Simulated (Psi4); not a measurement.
Intermolecular potential of HBr ··· Br2 (SMILES Br and BrBr). Monomers: optimised at B3LYP-D3(BJ) (def2-TZVP), held rigid. Orientation: a higher rigid-body minimum at GFN2-xTB. The monomers approach along the line of their centres of mass (distance R); nothing else relaxes.

Geometry at R = 4.77 Å (first 2 atoms: monomer A):
```
4

Br     0.7124     0.0000     0.0000
H     -0.7124     0.0000     0.0000
Br    -1.4173     2.2595    -1.8818
Br    -2.7545     3.5485    -3.2650
```

Levels: SAPT0/jun-cc-pVDZ, frozen core (Psi4); PBE/def2-TZVP, counterpoise-corrected (Psi4); wB97X-D/def2-TZVP, counterpoise-corrected (Psi4); PBE-D3(BJ)/def2-TZVP, counterpoise-corrected (Psi4); SCS-MP2/aug-cc-pVTZ = Psi4 1.11 with DF-SCS-MP2/aug-cc-pVTZ, frozen core, counterpoise-corrected.

Interaction energies in kcal/mol (negative: bound); R is the distance of the centres of mass, d the H2···Br3 distance.

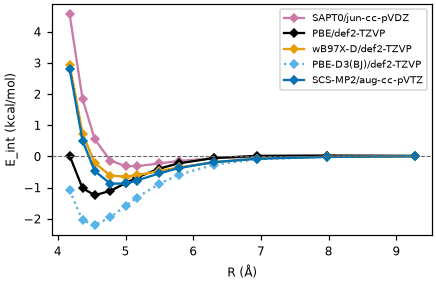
Figure: Interaction energy against separation.

```json
[
 {"R / Å": "4.17", "d / Å": "2.48", "SAPT0/jun-cc-pVDZ": "4.55", "PBE/def2-TZVP": "0.02", "wB97X-D/def2-TZVP": "2.94", "PBE-D3(BJ)/def2-TZVP": "-1.09", "SCS-MP2/aug-cc-pVTZ": "2.80"},
 {"R / Å": "4.36", "d / Å": "2.65", "SAPT0/jun-cc-pVDZ": "1.84", "PBE/def2-TZVP": "-1.02", "wB97X-D/def2-TZVP": "0.73", "PBE-D3(BJ)/def2-TZVP": "-2.05", "SCS-MP2/aug-cc-pVTZ": "0.51"},
 {"R / Å": "4.54", "d / Å": "2.81", "SAPT0/jun-cc-pVDZ": "0.55", "PBE/def2-TZVP": "-1.24", "wB97X-D/def2-TZVP": "-0.21", "PBE-D3(BJ)/def2-TZVP": "-2.20", "SCS-MP2/aug-cc-pVTZ": "-0.47"},
 {"R / Å": "4.77", "d / Å": "3.02", "SAPT0/jun-cc-pVDZ": "-0.13", "PBE/def2-TZVP": "-1.11", "wB97X-D/def2-TZVP": "-0.61", "PBE-D3(BJ)/def2-TZVP": "-1.96", "SCS-MP2/aug-cc-pVTZ": "-0.88"},
 {"R / Å": "5.00", "d / Å": "3.24", "SAPT0/jun-cc-pVDZ": "-0.31", "PBE/def2-TZVP": "-0.85", "wB97X-D/def2-TZVP": "-0.66", "PBE-D3(BJ)/def2-TZVP": "-1.58", "SCS-MP2/aug-cc-pVTZ": "-0.87"},
 {"R / Å": "5.16", "d / Å": "3.39", "SAPT0/jun-cc-pVDZ": "-0.32", "PBE/def2-TZVP": "-0.68", "wB97X-D/def2-TZVP": "-0.61", "PBE-D3(BJ)/def2-TZVP": "-1.33", "SCS-MP2/aug-cc-pVTZ": "-0.78"},
 {"R / Å": "5.49", "d / Å": "3.70", "SAPT0/jun-cc-pVDZ": "-0.23", "PBE/def2-TZVP": "-0.39", "wB97X-D/def2-TZVP": "-0.47", "PBE-D3(BJ)/def2-TZVP": "-0.88", "SCS-MP2/aug-cc-pVTZ": "-0.55"},
 {"R / Å": "5.78", "d / Å": "3.98", "SAPT0/jun-cc-pVDZ": "-0.15", "PBE/def2-TZVP": "-0.22", "wB97X-D/def2-TZVP": "-0.36", "PBE-D3(BJ)/def2-TZVP": "-0.59", "SCS-MP2/aug-cc-pVTZ": "-0.38"},
 {"R / Å": "6.30", "d / Å": "4.48", "SAPT0/jun-cc-pVDZ": "-0.06", "PBE/def2-TZVP": "-0.05", "wB97X-D/def2-TZVP": "-0.19", "PBE-D3(BJ)/def2-TZVP": "-0.27", "SCS-MP2/aug-cc-pVTZ": "-0.19"},
 {"R / Å": "6.94", "d / Å": "5.10", "SAPT0/jun-cc-pVDZ": "-0.01", "PBE/def2-TZVP": "0.02", "wB97X-D/def2-TZVP": "-0.07", "PBE-D3(BJ)/def2-TZVP": "-0.09", "SCS-MP2/aug-cc-pVTZ": "-0.08"},
 {"R / Å": "7.97", "d / Å": "6.11", "SAPT0/jun-cc-pVDZ": "0.01", "PBE/def2-TZVP": "0.03", "wB97X-D/def2-TZVP": "-0.01", "PBE-D3(BJ)/def2-TZVP": "-0.01", "SCS-MP2/aug-cc-pVTZ": "-0.02"},
 {"R / Å": "9.27", "d / Å": "7.39", "SAPT0/jun-cc-pVDZ": "0.01", "PBE/def2-TZVP": "0.02", "wB97X-D/def2-TZVP": "0.00", "PBE-D3(BJ)/def2-TZVP": "0.00", "SCS-MP2/aug-cc-pVTZ": "0.00"}
]
```

Lowest grid point: SAPT0/jun-cc-pVDZ -0.32 kcal/mol at R = 5.16 Å; PBE/def2-TZVP -1.24 kcal/mol at R = 4.54 Å; wB97X-D/def2-TZVP -0.66 kcal/mol at R = 5.00 Å; PBE-D3(BJ)/def2-TZVP -2.20 kcal/mol at R = 4.54 Å; SCS-MP2/aug-cc-pVTZ -0.88 kcal/mol at R = 4.77 Å.
